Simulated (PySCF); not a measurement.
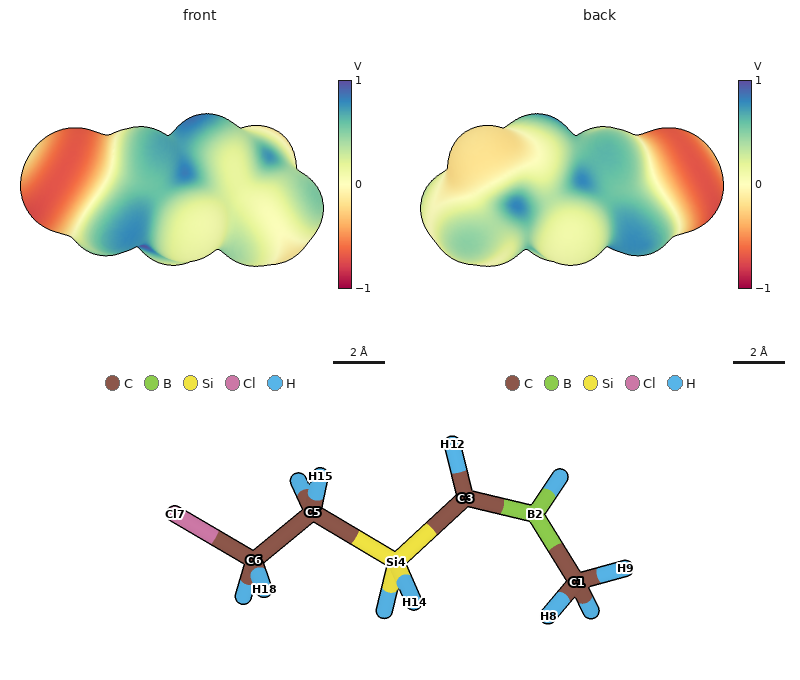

C4H11BClSi (SMILES CB[CH][SiH2]CCCl) (doublet). The electrostatic potential painted on the density surface at 0.001 e/bohr³, seen from the front and from behind; red is negative and blue positive. The bare structure is drawn below in the same view.

Geometry: GFN2-xTB.

The calculation used UKS B3LYP, pcH-1 on B C Cl H Si, non-relativistic, mean-field spin-orbit, GIAO (PySCF).

```xyz
18

C     3.2933   -0.0381   -0.5045
B     2.3438    1.1285   -0.0095
C     0.9043    0.8913    0.3429
Si   -0.2561   -0.2755   -0.5349
C    -2.0335    0.0940    0.0581
C    -3.0346   -0.8129   -0.6101
Cl   -4.7113   -0.4388   -0.0888
H     2.7750   -0.9830   -0.6395
H     4.1080   -0.2020    0.1990
H     3.7628    0.2363   -1.4477
H     2.7975    2.2113    0.0655
H     0.4638    1.4452    1.1645
H    -0.1931   -0.1180   -1.9959
H     0.0566   -1.6798   -0.2096
H    -2.1043   -0.0284    1.1400
H    -2.2915    1.1317   -0.1575
H    -3.0237   -0.6970   -1.6932
H    -2.8659   -1.8584   -0.3552
```

Describe the electrostatic potential map.

The most negative region (about −0.7 V) lies over Cl7, the most positive (about +0.9 V) over Si4, C6 and H12.
